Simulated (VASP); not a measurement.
Band structure of AgPt (space group R-3m). Calculation: LDA (Ceperley-Alder, Perdew-Zunger), VASP's LDA PAW potentials (set 64) (plane waves; VASP 6.6.1).

Unless said otherwise, spin-orbit coupling is left out, though it shifts the bands of the heavy elements here.

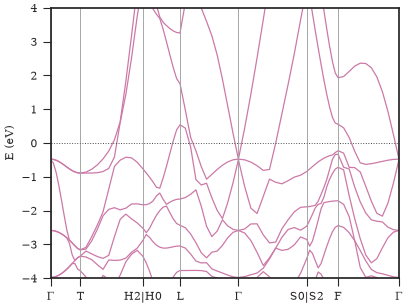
Fig. 1. Bands along high-symmetry lines, zero at the valence-band maximum or, without a gap, the Fermi level

### Question
Read the plot: is there a gap, and where are the band edges?

### Answer
It has no gap at this level: it comes out as a metal or semimetal. (Edges off the drawn lines would not show.)

The structure comes from a computed database's AgPt entry (R-3m); how it stands against other phases isn't given here. It was relaxed first, which changed the volume by -5 %. The electron count is odd and the run is not spin-polarised, which forces a metal.
